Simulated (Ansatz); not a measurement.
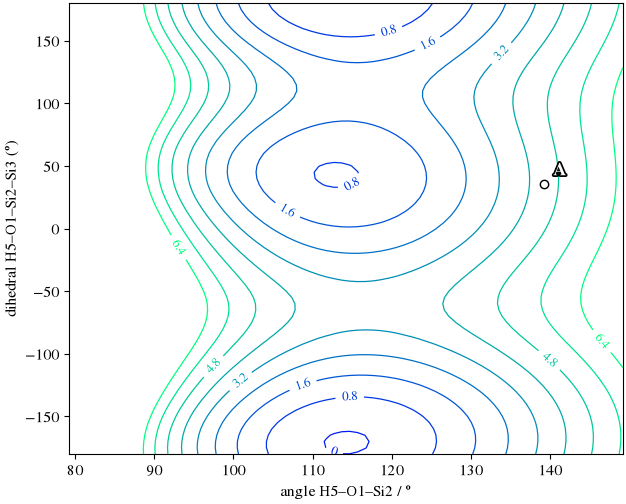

H₇OSi₃, SMILES O[Si]([SiH3])[SiH3], spin multiplicity 2. First axis: angle H5–O1–Si2. Second axis: dihedral H5–O1–Si2–Si3. Nothing is relaxed (all other coordinates rigid). The grid has 15 × 15 points. Points are written as (first, second). All energies are given in kcal/mol relative to the lowest grid point. Computed with UKS PBE-D4/def2-SVP in Ansatz.

The picture shows contour lines labelled in kcal/mol (none above 6.4), the point A. Between grid points the surface is interpolated.

Q: Which way does the force act at A, and how strong is it?

A: A, at (139.2°, 36°), is not a stationary point. The computed force is 0.22 kcal/mol for each degree towards smaller values of angle H5–O1–Si2 and 0.0015 kcal/mol for each degree towards larger values of dihedral H5–O1–Si2–Si3.
